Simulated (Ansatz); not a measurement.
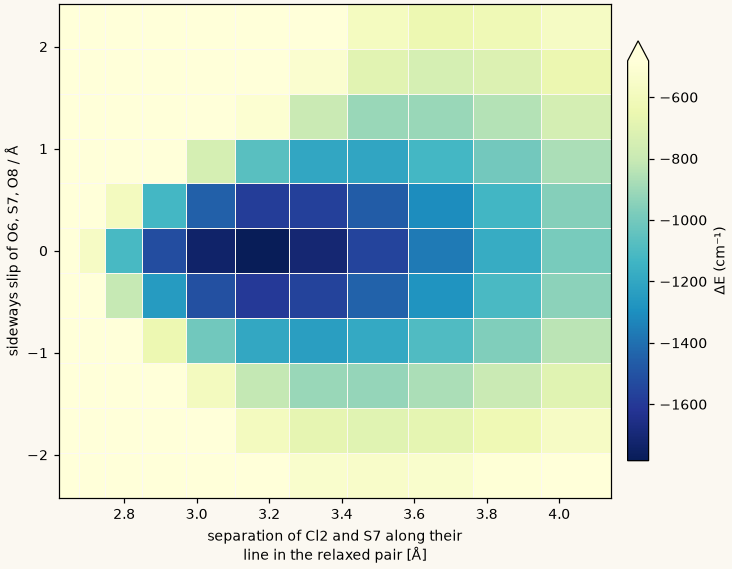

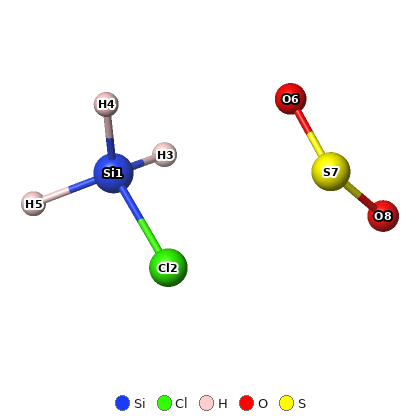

Energy landscape of the pair ClH₃Si···O₂S. Coordinates scanned: (1) separation of Cl2 and S7 along their line in the relaxed pair; (2) sideways slip of O6, S7, O8. Nothing is relaxed (both partners rigid). Grid: 11 × 11 points. Points are written as (first, second). Energies: cm⁻¹, counted from the two partners far apart, frozen as in the relaxed pair, each in its own basis (no counterpoise correction). Method: RKS PBE-D4/def2-SVPD (Ansatz).

Drawn: one coloured cell a grid point, one colour for all values above the top of the scale. The second picture is the structure at the lowest point.

What does the map say about the system?

Answer. The lowest grid point is at (3.177 Å, 0.00 Å), −1784 cm⁻¹ from the two partners far apart, frozen as in the relaxed pair, each in its own basis (no counterpoise correction). It is the only kind of minimum in the scanned range. The highest grid point, (2.647 Å, 1.76 Å), lies 6220 cm⁻¹ above the lowest. Round the minimum the two coordinates are weakly coupled (coupling −0.06 in units of the two stiffnesses).

Grid values (cm⁻¹):

```tsv
second ↓, first →	2.647	2.702	2.794	2.906	3.035	3.177	3.331	3.496	3.671	3.855	4.047
2.20	4324	3482	2339	1312	499	−66	−413	−588	−644	−626	−569
1.76	4436	3541	2333	1253	406	−175	−526	−698	−747	−719	−652
1.32	3836	2957	1787	765	−9	−515	−796	−910	−912	−850	−755
0.88	2288	1555	604	−190	−749	−1070	−1204	−1205	−1125	−1004	−868
0.44	655	102	−588	−1124	−1452	−1584	−1571	−1464	−1307	−1131	−958
0.00	−118	−568	−1116	−1520	−1737	−1784	−1708	−1557	−1370	−1174	−988
−0.44	242	−227	−809	−1252	−1511	−1599	−1562	−1444	−1285	−1111	−943
−0.88	1159	610	−86	−644	−1010	−1194	−1239	−1193	−1093	−968	−837
−1.32	1576	1044	361	−201	−592	−816	−912	−919	−873	−795	−702
−1.76	1156	779	291	−118	−412	−591	−679	−702	−682	−633	−566
−2.20	496	288	17	−213	−380	−485	−537	−551	−534	−496	−442
```

Time for the 121 points that were run: 11 min on 1 thread of Intel(R) Xeon(R) 6975P-C (Granite Rapids) (shared host).
